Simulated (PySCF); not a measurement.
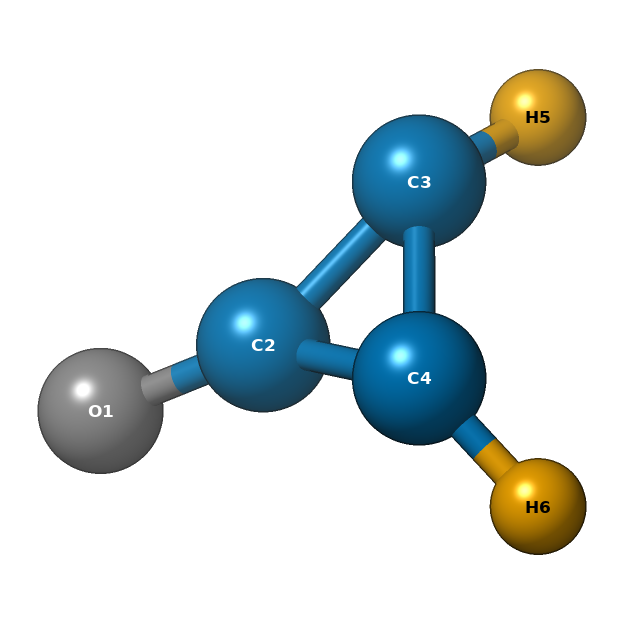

The species has charge −1 and is a spin doublet. Computed geometry: GFN2-xTB optimisation. No frequency run is at hand to confirm it as a minimum. Level of theory: UKS B3LYP, pcH-1 on C H O, non-relativistic (PySCF 2.14.0).

Give the isotropic hyperfine couplings (Fermi-contact term alone) of O1, C2, C3, C4, H5, H6.

| atom | isotope | a_iso (MHz) |
| --- | --- | --- |
| O1 | 17O | 3.4 |
| C2 | 13C | −25.7 |
| C3 | 13C | 197.2 |
| C4 | 13C | 197.5 |
| H5 | 1H | 27.2 |
| H6 | 1H | 27.4 |
